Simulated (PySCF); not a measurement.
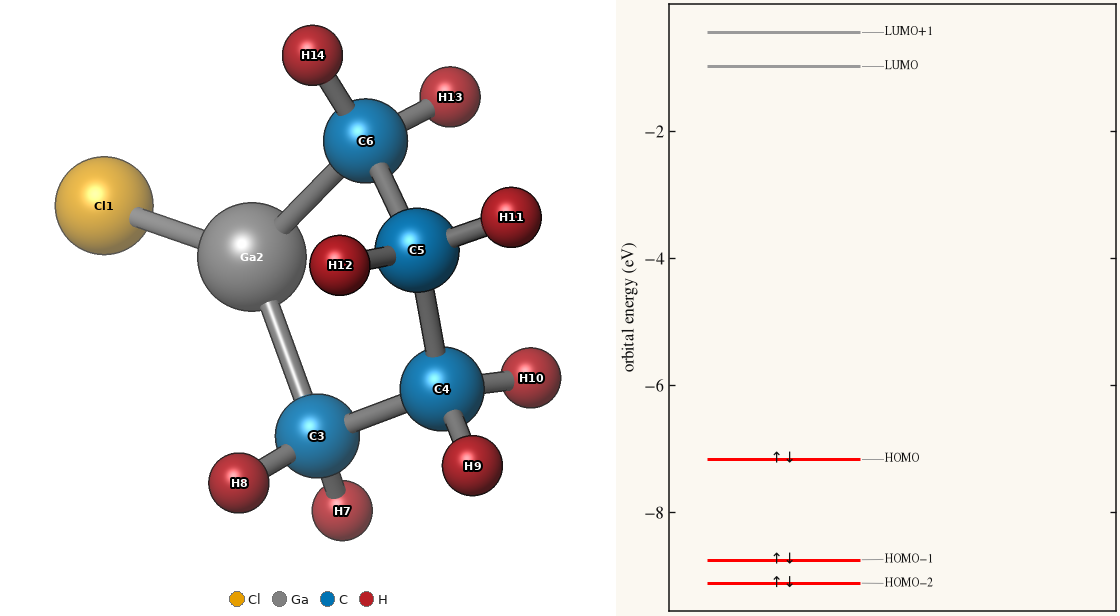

C₄H₈ClGa, SMILES [Cl][Ga]1[CH2]CC[CH2]1, singlet. Kohn-Sham orbital energies near the frontier, PBE0/def2-SVPD in PySCF 2.14.0, at a PBE0-D3(BJ)/def2-SVP geometry (no frequency check), isolated molecule; empty levels in grey, levels within 0.03 eV side by side.

**Where do the frontier orbitals lie?**

HOMO at −7.15 eV, LUMO at −0.98 eV, 6.18 eV apart.

**On which atoms do HOMO and LUMO mostly sit?**

HOMO: C3/C6 24 % each, Ga2 18 %. LUMO: Ga2 49 %, Cl1 16 %, C6/C3 11 % each (Löwdin shares).

**List the levels with the atoms that carry most of them (a dash for levels above zero or within 0.03 eV of another, where shares mean little).**

```tsv
orbital	energy (eV)	Löwdin shares
LUMO+1	−0.44	Ga2 55 %, Cl1 18 %, C6/C3 7 % each
LUMO	−0.98	Ga2 49 %, Cl1 16 %, C6/C3 11 % each
HOMO	−7.15	C3/C6 24 % each, Ga2 18 %
HOMO−1	−8.74	Cl1 22 %, Ga2 14 %, C5 12 %
HOMO−2	−9.11	Cl1 89 %, Ga2 9 %
```

Known limits of this run: one conformer of a flexible molecule; empty levels above zero depend strongly on the basis.
